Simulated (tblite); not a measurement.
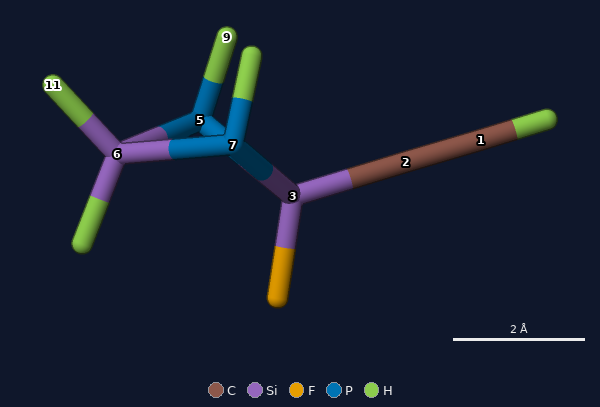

Fig. 1: The input geometry (stick view, seen at a tilt; atoms are numbered from 1 in the order of the input). Bond lengths as drawn: C–C 1.21 Å, C–H 1.07 Å, C–Si 1.83 Å, F–Si 1.59 Å, H–P 1.40 to 1.41 Å, H–Si 1.48 Å and P–Si 2.19 to 2.21 Å.

# Run report: C2H5FP2Si2, geometry relaxation

The run: geometry relaxation of C2H5FP2Si2. Method and program: GFN2-xTB geometry optimisation, gas phase (tblite 0.8.0).

Input file
```
{"job": {"xc": "GFN2-xTB", "basis": "xTB", "kind": "relax"}, "charge": 0, "multiplicity": 1}
C      3.360700    -0.352800     0.030100
C      2.162500    -0.528000    -0.058200
Si     0.361800    -0.808500    -0.165300
F     -0.047000    -2.297900    -0.523300
P     -0.658900     0.641300    -1.463300
Si    -2.278400     0.189100    -0.037100
P     -0.756700    -0.025700     1.553300
H      4.410200    -0.185900     0.105300
H     -0.170700     1.806100    -0.836900
H     -2.972800    -1.081200    -0.334600
H     -3.152700     1.357200     0.194400
H     -0.256700     1.285600     1.509600
```

The first line tells a small driver script what to run in tblite; the rest is the geometry in Å.

Command:
```bash
OMP_NUM_THREADS=1 python <driver script> task.json out
```

Output
```
step      E/eV     max force
  0    -544.38698    2.557
  1    -544.56893    3.305
  2    -544.61720    3.969
  3    -544.73789    0.595
  4    -544.76505    0.502
  5    -544.80143    0.698
  6    -544.81716    0.450
  7    -544.83566    0.379
  8    -544.85119    0.390
  9    -544.86052    0.350
 10    -544.86606    0.219
 11    -544.87383    0.315
 12    -544.88615    0.626
 13    -544.90128    0.668
 14    -544.91284    0.355
 15    -544.91894    0.296
 16    -544.92326    0.254
 17    -544.92926    0.440
 18    -544.93509    0.435
 19    -544.93936    0.231
 20    -544.94309    0.189
 21    -544.94762    0.332
 22    -544.95303    0.394
 23    -544.95713    0.260
 24    -544.95904    0.107
 25    -544.96031    0.130
 26    -544.96211    0.228
 27    -544.96519    0.303
 28    -544.96918    0.294
 29    -544.97201    0.159
 30    -544.97314    0.073
 31    -544.97359    0.071
 32    -544.97414    0.085
 33    -544.97528    0.126
 34    -544.97698    0.149
 35    -544.97880    0.123
 36    -544.98009    0.097
 37    -544.98096    0.110
 38    -544.98172    0.110
 39    -544.98253    0.084
 40    -544.98333    0.077
 41    -544.98416    0.073
 42    -544.98515    0.096
 43    -544.98606    0.065
 44    -544.98666    0.056
 45    -544.98713    0.057
 46    -544.98781    0.105
 47    -544.98883    0.140
 48    -544.99040    0.159
 49    -544.99212    0.107
 50    -544.99352    0.105
 51    -544.99461    0.099
 52    -544.99571    0.109
 53    -544.99712    0.129
 54    -544.99907    0.152
 55    -545.00117    0.165
 56    -545.00487    0.184
 57    -545.00886    0.251
 58    -545.01404    0.206
 59    -545.01672    0.207
 60    -545.01900    0.608
 61    -545.01792    0.335
 62    -545.01881    0.329
 63    -545.01744    0.889
 64    -545.02231    0.089
 65    -545.02274    0.133
 66    -545.02314    0.110
 67    -545.02360    0.043
 68    -545.02384    0.032
 69    -545.02394    0.033
 70    -545.02410    0.040
 71    -545.02426    0.057
 72    -545.02442    0.037
 73    -545.02457    0.035
 74    -545.02471    0.048
 75    -545.02489    0.068
 76    -545.02511    0.080
 77    -545.02525    0.046
 78    -545.02530    0.022
 79    -545.02532    0.010
 80    -545.02533    0.010
 81    -545.02536    0.018
 82    -545.02538    0.013
 83    -545.02539    0.011
 84    -545.02540    0.009
 85    -545.02541    0.006
 86    -545.02542    0.010
 87    -545.02543    0.010
 88    -545.02544    0.013
 89    -545.02545    0.010
 90    -545.02545    0.008
 91    -545.02546    0.004
 92    -545.02546    0.001
```

Trajectory as extended XYZ (Å, eV, eV/Å), 12 frames, from step=0 to step=92
```
12
Properties=species:S:1:pos:R:3:forces:R:3 step=0 energy=-544.38698
C     3.3607   -0.3528    0.0301   -0.7480  -0.0890  -0.0550
C     2.1625   -0.5280   -0.0582    1.7480  -0.0010   0.0910
Si    0.3618   -0.8085   -0.1653    1.1130   0.6030   0.1140
F    -0.0470   -2.2979   -0.5233   -0.1720  -0.7260  -0.1540
P    -0.6589    0.6413   -1.4633    0.0490   0.9070  -2.3900
Si   -2.2784    0.1891   -0.0371   -1.3000   0.5700   0.1500
P    -0.7567   -0.0257    1.5533   -0.2400  -0.2580   2.5200
H     4.4102   -0.1859    0.1053   -0.4810  -0.0580  -0.0360
H    -0.1707    1.8061   -0.8369   -0.1560  -0.5460  -0.0170
H    -2.9728   -1.0812   -0.3346    0.2100   0.3110   0.0710
H    -3.1527    1.3572    0.1944    0.0720  -0.2900  -0.0600
H    -0.2567    1.2856    1.5096   -0.0950  -0.4230  -0.2340
12
Properties=species:S:1:pos:R:3:forces:R:3 step=8 energy=-544.85119
C     3.3968   -0.3458    0.0325   -0.3470  -0.0850  -0.0300
C     2.2185   -0.5826   -0.0619    0.3610   0.1390   0.0490
Si    0.3804   -0.7203   -0.1510    0.2120  -0.1040  -0.0120
F    -0.0104   -2.2515   -0.5076    0.0490   0.0140   0.0090
P    -0.6975    0.6423   -1.6178   -0.0080  -0.1460   0.1150
Si   -2.2726    0.2640   -0.0178   -0.2030  -0.0010  -0.0060
P    -0.8059   -0.0932    1.6865    0.0010  -0.0970  -0.1720
H     4.4341   -0.1797    0.1059   -0.0220  -0.0300  -0.0100
H    -0.2064    1.7186   -0.8881    0.0010   0.1310  -0.1960
H    -2.9429   -1.0043   -0.3182   -0.0170   0.0780   0.0130
H    -3.2034    1.3666    0.1954   -0.0250   0.0580   0.0130
H    -0.2895    1.1853    1.5160   -0.0010   0.0410   0.2280
12
Properties=species:S:1:pos:R:3:forces:R:3 step=16 energy=-544.92326
C     3.4551   -0.3482    0.0346   -0.2410  -0.0430  -0.0160
C     2.2725   -0.5619   -0.0482    0.1260   0.1320   0.0190
Si    0.4292   -0.7043   -0.1479    0.0200   0.0030   0.0160
F     0.0694   -2.2460   -0.4985    0.0810   0.0500   0.0060
P    -0.7356    0.5596   -1.6426   -0.0940  -0.0260   0.0250
Si   -2.3205    0.3280   -0.0046    0.0640  -0.0940  -0.0240
P    -0.8416   -0.1800    1.6679   -0.0950  -0.0170  -0.0310
H     4.4958   -0.1941    0.1021   -0.0640  -0.0410  -0.0080
H    -0.2393    1.7400   -1.1077    0.0330   0.0270  -0.0340
H    -2.9945   -0.9407   -0.3104   -0.0760   0.1150   0.0240
H    -3.2625    1.4397    0.2114    0.2180  -0.1280  -0.0210
H    -0.3269    1.1071    1.7178    0.0290   0.0220   0.0450
12
Properties=species:S:1:pos:R:3:forces:R:3 step=25 energy=-544.96031
C     3.4537   -0.3442    0.0357   -0.0660   0.0350   0.0030
C     2.2597   -0.4610   -0.0316    0.1170   0.0520   0.0200
Si    0.4317   -0.6596   -0.1340    0.0380  -0.0610  -0.0140
F     0.1881   -2.2200   -0.4914   -0.0080  -0.0290  -0.0050
P    -0.7572    0.4974   -1.6816   -0.0860  -0.0240   0.0360
Si   -2.3023    0.3144   -0.0075   -0.0250  -0.0080  -0.0050
P    -0.8683   -0.2506    1.6802   -0.0720  -0.0150  -0.0570
H     4.4981   -0.2398    0.0932    0.0460  -0.0070   0.0000
H    -0.2629    1.7310   -1.2768   -0.0200  -0.0300   0.0390
H    -3.1151   -0.8692   -0.3002    0.0280   0.0140   0.0070
H    -3.1633    1.4716    0.2233    0.0730   0.0780   0.0190
H    -0.3609    1.0293    1.8647   -0.0250  -0.0030  -0.0450
12
Properties=species:S:1:pos:R:3:forces:R:3 step=33 energy=-544.97528
C     3.4585   -0.3164    0.0412    0.1250   0.0120   0.0070
C     2.2617   -0.3817   -0.0149   -0.0930  -0.0540  -0.0110
Si    0.4444   -0.6613   -0.1366   -0.0820   0.0100   0.0250
F     0.2568   -2.2290   -0.4920    0.0230  -0.0490  -0.0090
P    -0.7843    0.4443   -1.6915    0.0120   0.0150   0.0200
Si   -2.3130    0.3117   -0.0073   -0.0310   0.0290  -0.0140
P    -0.8960   -0.3024    1.6639    0.0550   0.0120  -0.0190
H     4.5067   -0.2564    0.0905    0.0480   0.0530   0.0120
H    -0.2987    1.6906   -1.3151   -0.0200  -0.0370   0.0040
H    -3.1827   -0.8308   -0.2915   -0.0200   0.0480   0.0100
H    -3.0464    1.5509    0.2449    0.0030  -0.0010  -0.0020
H    -0.4059    0.9798    1.8825   -0.0200  -0.0390  -0.0220
12
Properties=species:S:1:pos:R:3:forces:R:3 step=41 energy=-544.98416
C     3.4713   -0.2910    0.0477    0.0600   0.0380   0.0090
C     2.2763   -0.3902   -0.0139   -0.0620   0.0140  -0.0010
Si    0.4594   -0.6876   -0.1388   -0.0440   0.0100  -0.0380
F     0.3476   -2.2634   -0.4951   -0.0440  -0.0200  -0.0060
P    -0.8032    0.3926   -1.6952    0.0260  -0.0530  -0.0430
Si   -2.3259    0.3303   -0.0075   -0.0160  -0.0010   0.0410
P    -0.9092   -0.3540    1.6422   -0.0460  -0.0360   0.0220
H     4.5174   -0.1957    0.1031    0.0160   0.0220   0.0060
H    -0.3310    1.6513   -1.3579    0.0450   0.0040   0.0160
H    -3.2949   -0.7332   -0.2727    0.0070   0.0230   0.0020
H    -2.9689    1.6168    0.2611    0.0090  -0.0080  -0.0010
H    -0.4375    0.9234    1.9010    0.0500   0.0070  -0.0080
12
Properties=species:S:1:pos:R:3:forces:R:3 step=50 energy=-544.99352
C     3.4496   -0.2260    0.0611   -0.0370   0.0190   0.0030
C     2.2613   -0.3917   -0.0149   -0.0140  -0.0420  -0.0100
Si    0.4513   -0.7477   -0.1505   -0.0420   0.0010  -0.0700
F     0.3161   -2.3200   -0.5108    0.0380  -0.0180   0.0030
P    -0.8044    0.3490   -1.7008    0.0580  -0.0020   0.0100
Si   -2.3213    0.3473   -0.0031   -0.0330  -0.0310   0.0440
P    -0.9070   -0.3950    1.6315   -0.0510   0.0390   0.0040
H     4.4901   -0.0764    0.1285   -0.0420   0.0140   0.0010
H    -0.2732    1.5831   -1.3521   -0.0130   0.0050  -0.0340
H    -3.3703   -0.6456   -0.2587    0.1010   0.0240   0.0130
H    -2.9143    1.6574    0.2700    0.0450   0.0070   0.0080
H    -0.3767    0.8650    1.8737   -0.0100  -0.0160   0.0270
12
Properties=species:S:1:pos:R:3:forces:R:3 step=58 energy=-545.01404
C     3.3252   -0.0257    0.1025   -0.1810  -0.0010  -0.0150
C     2.1591   -0.3086   -0.0020    0.2060  -0.0060   0.0120
Si    0.4052   -0.8765   -0.1831    0.1160  -0.0270  -0.0660
F     0.4957   -2.4520   -0.5323   -0.0110  -0.0350  -0.0040
P    -0.8897    0.1246   -1.7522    0.0280  -0.0230  -0.0050
Si   -2.2652    0.4654    0.0280   -0.0020  -0.0160  -0.0250
P    -0.9950   -0.6178    1.5718   -0.0440  -0.0360   0.0700
H     4.3440    0.2369    0.1923   -0.1320  -0.0160  -0.0040
H    -0.2215    1.3315   -1.6622   -0.0130   0.0680  -0.0100
H    -3.5175   -0.2633   -0.1766    0.0240   0.0280   0.0100
H    -2.4869    1.8781    0.3355   -0.0030   0.0010   0.0030
H    -0.3524    0.5066    2.0523    0.0130   0.0630   0.0330
12
Properties=species:S:1:pos:R:3:forces:R:3 step=66 energy=-545.02314
C     3.2253    0.0719    0.1194   -0.0880  -0.0190  -0.0100
C     2.1062   -0.3490   -0.0132    0.1070   0.0210   0.0130
Si    0.3791   -0.9784   -0.2081    0.0140  -0.0010   0.0120
F     0.5019   -2.5526   -0.5537   -0.0340   0.0190   0.0010
P    -0.8920    0.0734   -1.7658    0.0070   0.0020   0.0370
Si   -2.2168    0.5065    0.0363    0.0380  -0.0340   0.0100
P    -1.0040   -0.6713    1.5656    0.0090   0.0310  -0.0500
H     4.2093    0.4299    0.2315   -0.0230  -0.0040  -0.0010
H    -0.1611    1.2496   -1.7043   -0.0340  -0.0060  -0.0060
H    -3.5248   -0.1244   -0.1443    0.0290   0.0250   0.0000
H    -2.3288    1.9314    0.3532    0.0000  -0.0200  -0.0070
H    -0.2933    0.4124    2.0574   -0.0250  -0.0130   0.0000
12
Properties=species:S:1:pos:R:3:forces:R:3 step=75 energy=-545.02489
C     3.2148    0.0934    0.1241   -0.0580  -0.0160  -0.0070
C     2.1048   -0.3495   -0.0103    0.0670   0.0100   0.0030
Si    0.3820   -0.9874   -0.2100    0.0010  -0.0030   0.0160
F     0.4890   -2.5621   -0.5563   -0.0040   0.0200   0.0030
P    -0.8972    0.0511   -1.7663   -0.0120  -0.0090  -0.0130
Si   -2.1979    0.5153    0.0403   -0.0190  -0.0170  -0.0080
P    -1.0086   -0.6902    1.5570   -0.0010  -0.0220  -0.0030
H     4.1924    0.4665    0.2381   -0.0050   0.0000   0.0010
H    -0.1731    1.2302   -1.7450    0.0050   0.0110   0.0060
H    -3.5194   -0.0847   -0.1386    0.0090   0.0140   0.0040
H    -2.2839    1.9413    0.3560    0.0100  -0.0030  -0.0010
H    -0.3015    0.3755    2.0850    0.0070   0.0150   0.0000
12
Properties=species:S:1:pos:R:3:forces:R:3 step=83 energy=-545.02539
C     3.1948    0.1186    0.1290    0.0100   0.0050   0.0010
C     2.0978   -0.3521   -0.0106   -0.0080   0.0010  -0.0010
Si    0.3796   -1.0017   -0.2123   -0.0040  -0.0060  -0.0020
F     0.4950   -2.5748   -0.5594    0.0020   0.0000   0.0000
P    -0.9045    0.0286   -1.7706    0.0000   0.0030   0.0000
Si   -2.1869    0.5204    0.0418    0.0030  -0.0090  -0.0060
P    -1.0156   -0.7127    1.5508    0.0020  -0.0010   0.0030
H     4.1645    0.5105    0.2471    0.0010  -0.0020   0.0000
H    -0.1748    1.2051   -1.7669   -0.0010  -0.0010   0.0000
H    -3.5287   -0.0339   -0.1278    0.0040   0.0090   0.0040
H    -2.2169    1.9485    0.3592   -0.0050   0.0010   0.0000
H    -0.3031    0.3429    2.0937   -0.0020   0.0010   0.0000
12
Properties=species:S:1:pos:R:3:forces:R:3 step=92 energy=-545.02546
C     3.1883    0.1280    0.1308    0.0010   0.0000   0.0000
C     2.0927   -0.3459   -0.0102   -0.0010  -0.0010   0.0000
Si    0.3788   -1.0070   -0.2138    0.0000   0.0000   0.0000
F     0.5066   -2.5793   -0.5600    0.0000   0.0010   0.0000
P    -0.9095    0.0176   -1.7725    0.0000   0.0000   0.0000
Si   -2.1816    0.5243    0.0425    0.0010   0.0000   0.0000
P    -1.0204   -0.7236    1.5470    0.0000   0.0000   0.0010
H     4.1566    0.5229    0.2502    0.0000   0.0000   0.0000
H    -0.1766    1.1919   -1.7817   -0.0010   0.0000   0.0000
H    -3.5328   -0.0075   -0.1209    0.0000   0.0000  -0.0010
H    -2.1934    1.9525    0.3612    0.0000   0.0010   0.0000
H    -0.3075    0.3255    2.1013    0.0010   0.0000   0.0000
```

Key numbers

- outcome: converged
- total energy: −545.0255 eV
- hardware: 1 CPU thread, shared host
- wall time: 0.65 s
- peak memory: 0.18 GiB
